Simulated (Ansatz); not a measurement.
Input file:

```
crystal:
  lattice:
    - [8.2904231445, 0.0, 0.0]
    - [-4.1452115723, 7.1797170513, 0.0]
    - [0.0, 0.0, 3.1224368295]
  atoms:
    - { symbol: Zr, position: [0.5, 0.0, 0.5] }
    - { symbol: Zr, position: [0.0, 0.5, 0.5] }
    - { symbol: Zr, position: [0.5, 0.5, 0.5] }
    - { symbol: Se, position: [0.0, 0.0, 0.5] }
    - { symbol: S, position: [0.3333333333, 0.6666666667, 0.5] }
    - { symbol: S, position: [0.6666666667, 0.3333333333, 0.5] }
basis:
  ecutwfc: 420
kpoints:
  mp_grid: { grid: [6, 6, 12] }
hamiltonian:
  xc: pbe
scf:
  occupations: { method: gaussian, width: 0.1 }
output:
  forces: true
  stress: true
  eigenvalues: true
  write_density: true
  write_potential: true
  elf: true
  volumetric_format: npy
relax:
  adjacent_minimum: "off"
  f_tol: 0.01
  max_steps: 80
  cell: { stress_tol: 0.05 }
```

Command:

```sh
ansatz run input.yaml --threads 1 --pin off --max-ram 2560MiB --backend cpu --events-out ev --progress --plain --runs-dir out
```

Below, planes, directions and counts refer to the conventional cell (a = 8.29 Å, b = 8.29 Å, c = 3.10 Å, α = 90.00°, β = 90.00°, γ = 120.00°).

The fields are those of the run's last geometry, not of the input's.

Space group P6/mmm; a structure generated by program, which may or may not match a known phase.

Level of theory: DFT PBE, scalar-relativistic, plane waves, PAW (Ansatz).

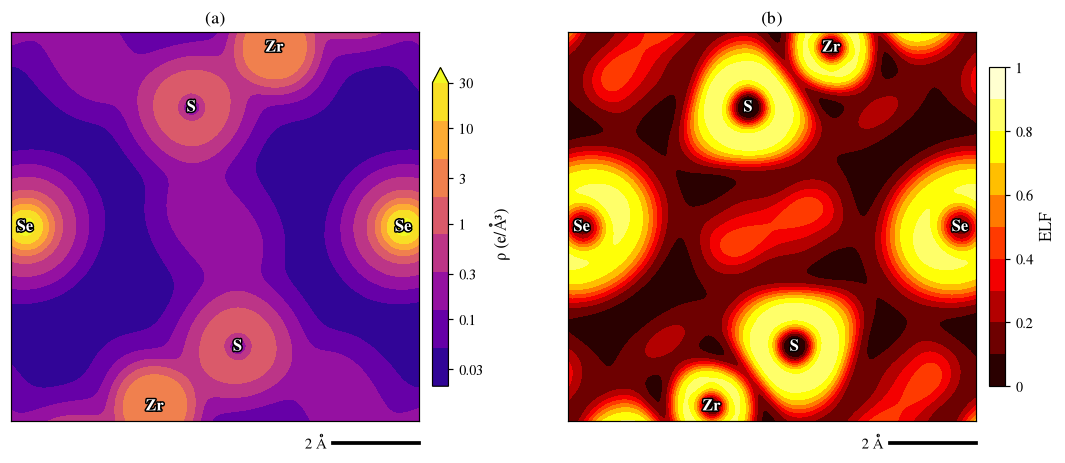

Zr$_{3}$SeS$_{2}$. (a) valence electron density; (b) electron localisation function on the (111) plane of the conventional cell.

Core electrons are frozen (PAW), and the valence fields are smoothed inside the atomic spheres.

Q: Describe what can be read from this map.

A:
- The section cuts through Zr, Se and S sites.
- Zr–S (2.39 Å): ρ is about 0.57 e/Å³ halfway; the ELF peaks at about 0.85 in the valence shell of S, 0.8 Å from its nucleus, and is about 0.35 at the midpoint.
- Between the atoms the lowest density in this plane is 0.02 e/Å³.
- The ELF also peaks beside Se, away from the bonds: lone-pair regions.
- The features right at Zr lie inside the PAW spheres, where the map follows smoothed inner orbitals and isn't to be read closely.
